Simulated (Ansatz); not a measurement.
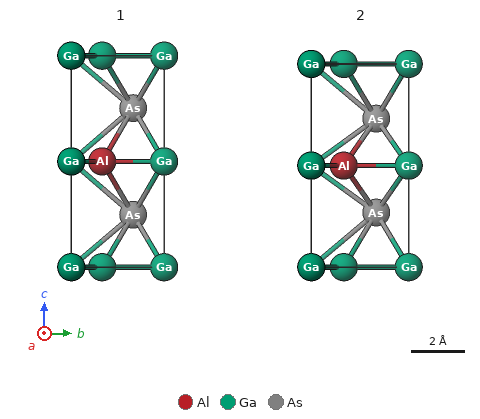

Two geometries of a crystal of AlGa3As2 (a generated structure, set up in P-6m2) (coarse preliminary run), drawn at one scale. One is the start of a relaxation, the other its converged end. Style: ball-and-stick. Shown: the cell of the calculation, along the a axis.

Method: DFT PBE, scalar-relativistic, plane waves, PAW (Ansatz). Settings: plane-wave cutoff 420 eV; k-point mesh 6 × 6 × 2; occupations gaussian; smearing width 0.1 eV; no spin polarisation; cell and atoms relaxed; force threshold 0.04 eV/Å; at most 70 steps.

### Which of the two is the end point?

Structure 2 is the relaxed one. The largest moves relative to the cell, 0.16 Å, are those of As atoms. Al and Ga stay in place. The drawn cell changes as follows: a = b 4.077 → 4.280 Å (+5.0 %), c 8.048 → 7.733 Å (−3.9 %); the volume changes by +5.9 %. Some distances before and after: As–Ga 3.086 → 3.230 Å, Al–Ga 2.354 → 2.471 Å, Ga–Ga 2.354 → 2.471 Å, Al–As 3.107 → 3.050 Å. The space group stays P-6m2 (No. 187). Over 3 accepted moves (4 points after the start) the energy falls by 89.4 meV per atom. The largest force component goes from 0.56 to 0.019 eV/Å. Pressure: 5.88 GPa at the start and 0.12 GPa at the end. At 1 point the geometry stayed and the basis and grid were re-selected for the new cell (energy shift of 0.4 meV per atom at most each time).

Limits of the set-up: the k-point mesh is coarse for a cell with partly filled bands.
